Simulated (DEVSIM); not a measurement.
System: CdS/CdTe n-p heterojunction, at 300 K.

| layer (left to right) | material | thickness (μm) | Nd (cm⁻³) | Na (cm⁻³) | τn (s) | τp (s) |
|---|---|---|---|---|---|---|
| 1 | CdS | 0.230 | 1.5e16 | - | 7.5e-10 | 7.5e-10 |
| 2 | CdTe | 1.60 | - | 1.9e17 | 7.5e-10 | 7.5e-10 |

Left contact: ohmic. Right contact: ohmic. Voltage is applied to the left contact. Recombination: SRH at mid-gap, Auger. Mobility is constant in doping.

This is a model device: material constants are rounded textbook-type values typed into the input, and sizes, dopings and lifetimes were drawn at random. Values at 300 K.

```
parameter         CdS    CdTe
-------------  ------  ------
gap (eV)          2.4     1.5
affinity (eV)     4.3    4.28
permittivity        9    10.2
Nc (cm⁻³)      2.2e18    8e17
Nv (cm⁻³)      1.8e19  1.8e19
μn (cm²/Vs)       300    1000
μp (cm²/Vs)        25      80
Cn (cm⁶/s)      1e-30   1e-30
Cp (cm⁶/s)      1e-30   1e-30
```

Simulated with DEVSIM: 1D drift-diffusion, Boltzmann statistics, complete ionisation; no tunnelling, impact ionisation, image-force lowering or self-heating. Band offsets follow the typed affinities; no thermionic-emission limit at abrupt steps, no polarisation charge.

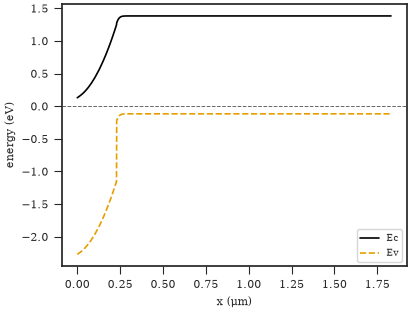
Figure: Band edges at zero bias

Energies count from the Fermi level of the right contact; mesh points crowd at the junctions.

```tsv
x (μm)	Ec (eV)	Ev (eV)	n (cm⁻³)	p (cm⁻³)	field (V/cm)
0.000	0.129	-2.271	1.5e16	< 1e2	18000
0.005122	0.138	-2.262	1.0e16	< 1e2	18000
0.01547	0.158	-2.242	4.9e15	< 1e2	20000
0.03804	0.209	-2.191	6.7e14	< 1e2	26000
0.1050	0.448	-1.952	6.5e10	< 1e2	46000
0.1682	0.798	-1.602	85000	< 1e2	65000
0.2020	1.034	-1.366	< 1e2	< 1e2	75000
0.2221	1.191	-1.209	< 1e2	< 1e2	81000
0.2289	1.247	-1.153	< 1e2	< 1e2	83000
0.2330	1.297	-0.203	< 1e2	7.1e15	64000
0.2415	1.340	-0.160	< 1e2	3.7e16	38000
0.2684	1.380	-0.120	< 1e2	1.7e17	2900
0.3148	1.382	-0.118	< 1e2	1.9e17	15
0.4113	1.382	-0.118	< 1e2	1.9e17	≈ 0
0.7384	1.382	-0.118	< 1e2	1.9e17	≈ 0
1.204	1.382	-0.118	< 1e2	1.9e17	≈ 0
1.531	1.382	-0.118	< 1e2	1.9e17	≈ 0
1.688	1.382	-0.118	< 1e2	1.9e17	≈ 0
1.780	1.382	-0.118	< 1e2	1.9e17	≈ 0
1.809	1.382	-0.118	< 1e2	1.9e17	≈ 0
1.823	1.382	-0.118	< 1e2	1.9e17	≈ 0
1.830	1.382	-0.118	< 1e2	1.9e17	≈ 0
```
